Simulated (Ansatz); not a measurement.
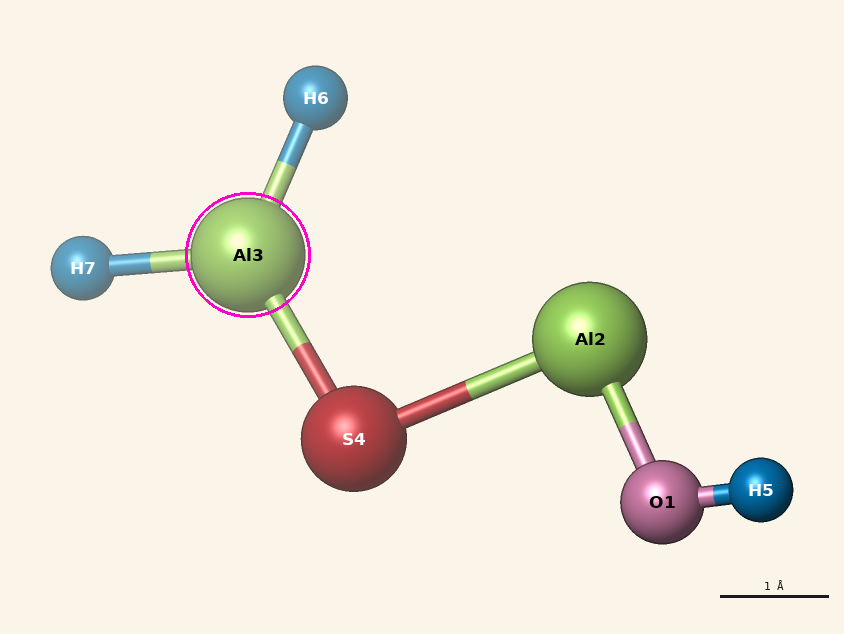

Orthographic view. Atoms fade into the background with distance from the viewer. The species has charge −1 and is a spin singlet. The geometry was computed by an optimisation with PBE0-D4/def2-TZVPD. No frequency run is at hand to confirm it as a minimum.

Question: Name the neighbours of the circled atom.

Answer: The circled atom is Al3; it is bonded to S4, H6, H7.

Question: Which two atoms are farthest apart in space?

Answer: H5 and H7, 7.13 Å.

Question: What is the shortest path along bonds from the circled atom to O1?

Answer: Al3–S4–Al2–O1, 3 bonds; through space the two are 4.87 Å apart.
